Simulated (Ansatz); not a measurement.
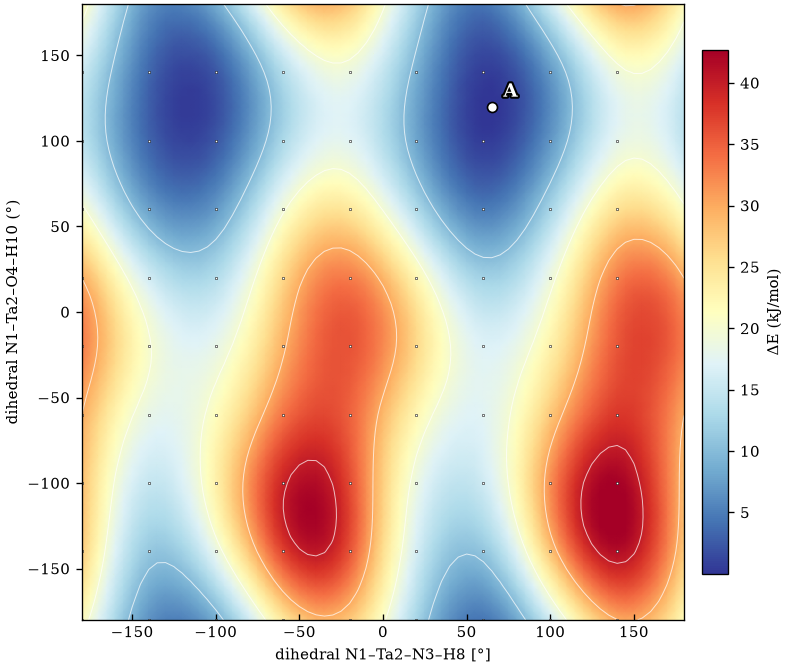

H₅N₂OSTa, SMILES [NH2][Ta]([NH2])([OH])=[S]. The first coordinate is: dihedral N1–Ta2–N3–H8; the second: dihedral N1–Ta2–O4–H10. Nothing is relaxed (all other coordinates rigid). Grid: 9 × 9 points. Points are written as (first, second). Energies are in kJ/mol, from the relaxed molecule at the same level. The calculation used RKS PBE-D4/def2-SVP in Ansatz 0.2.0.

Drawn: a smooth colour map with a few white contour lines, dots at the grid points, the point A. Between grid points the surface is interpolated.

Question: What is the easiest way out of the well at A, and how high is the barrier?

Answer: The easiest path leads from the well at about (65°, 120°) to the well at about (−115°, 120°), about 0.36 kJ/mol higher (on a rigid scan; wells that are mirror images or exchange like atoms can differ by this much). Its highest point lies about 17 kJ/mol above the bottom of the first well on the interpolated surface, at about (−30°, 115°). The start is the relaxed structure and all else is held, so a fully relaxed path at this level can only be lower.

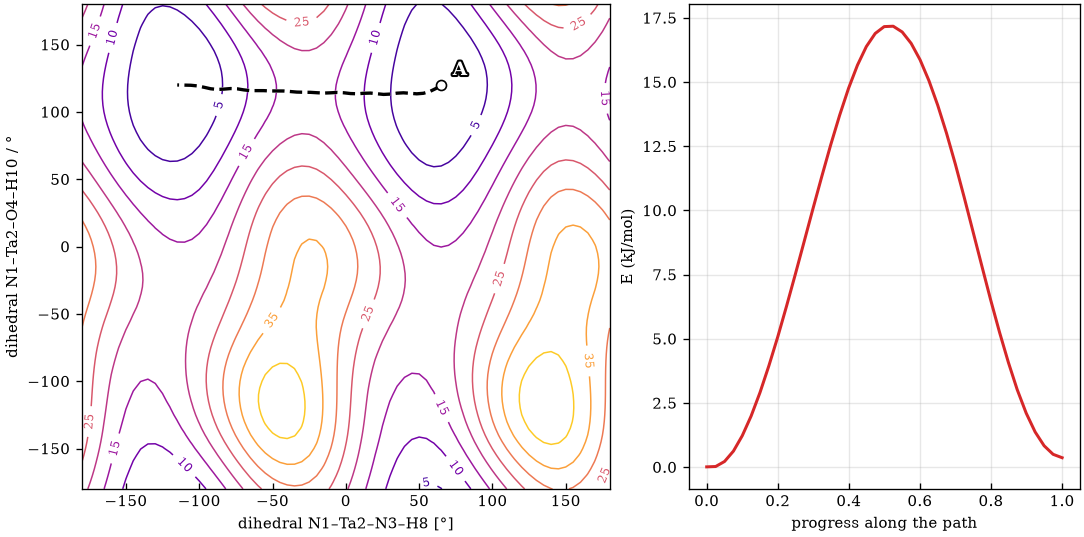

Drawn: contour lines labelled in kJ/mol, a line along the lowest path, the energy along the path at the right. Between grid points the surface is interpolated.
